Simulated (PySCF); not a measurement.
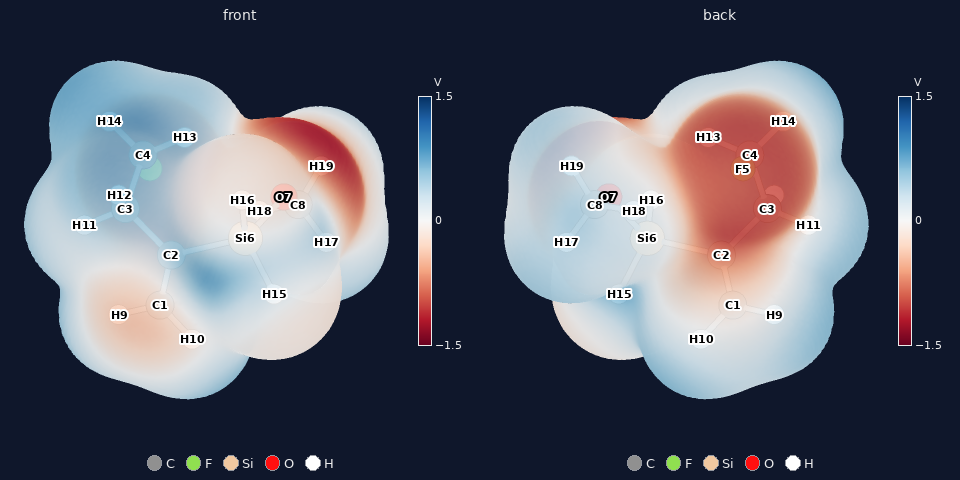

*C$_{5}$H$_{11}$FOSi. The molecular electrostatic potential painted on the density surface at 0.001 e/bohr³, seen from the front and from behind; red is negative and blue positive.*

Geometry: GFN2-xTB.

Theory: PBE0/pcSseg-1, SCF density, gas phase, non-relativistic in PySCF.

```yaml
atoms:
  - { symbol: C, position_ang: [-0.3356, -1.2957, -1.6462] }
  - { symbol: C, position_ang: [-0.4371, -0.9877, -0.3601] }
  - { symbol: C, position_ang: [-1.7546, -0.5166, 0.1978] }
  - { symbol: C, position_ang: [-1.6791, 0.9281, 0.6791] }
  - { symbol: F, position_ang: [-1.3818, 1.7693, -0.3703] }
  - { symbol: Si, position_ang: [1.0604, -1.0500, 0.8083] }
  - { symbol: O, position_ang: [1.6862, 0.4223, 1.0895] }
  - { symbol: C, position_ang: [2.1094, 1.3872, 0.1692] }
  - { symbol: H, position_ang: [-1.1722, -1.2300, -2.3269] }
  - { symbol: H, position_ang: [0.5934, -1.6299, -2.0779] }
  - { symbol: H, position_ang: [-2.5361, -0.5949, -0.5625] }
  - { symbol: H, position_ang: [-2.0350, -1.1334, 1.0543] }
  - { symbol: H, position_ang: [-0.8885, 1.0646, 1.4218] }
  - { symbol: H, position_ang: [-2.6397, 1.2668, 1.0817] }
  - { symbol: H, position_ang: [2.0424, -1.9512, 0.1980] }
  - { symbol: H, position_ang: [0.6848, -1.3866, 2.1759] }
  - { symbol: H, position_ang: [2.9797, 1.0341, -0.3883] }
  - { symbol: H, position_ang: [1.3129, 1.6284, -0.5379] }
  - { symbol: H, position_ang: [2.3807, 2.2842, 0.7270] }
```

Question: Describe the electrostatic potential map.

Answer: The most negative region (about −1.2 V, or −28 kcal/mol for a unit charge) lies over O7, the most positive (about +0.8 V, or +18 kcal/mol for a unit charge) over C4, Si6, H12 and H14. O7 is the likeliest acceptor of a hydrogen bond.

Question: What dipole moment does the calculation give?

Answer: Its dipole moment is 0.95 D.
